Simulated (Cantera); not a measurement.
Input: 1 mol Fe3O4, 650 mol H2, 0.043 mol H2O, equilibrated at 0.000330 bar.

Cantera equilibrium calculation (NASA polynomials, part measured and part estimated; ideal gas, pure solids and liquids). Candidate condensed phases: Fe, FeO, Fe(OH)2, Fe(OH)3, Fe2O3, Fe3O4, H2O; 12 gas species. Kinetics and transport are ignored.

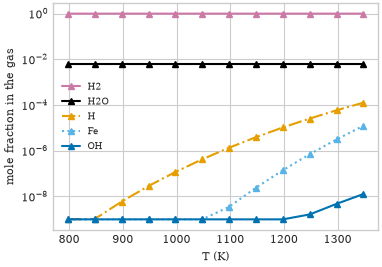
Figure: Equilibrium gas composition (values under 1e-9 drawn at 1e-9)

From 798 K to 1148 K the condensed part is Fe(α). From 1198 K to 1348 K the condensed part is Fe(γ).
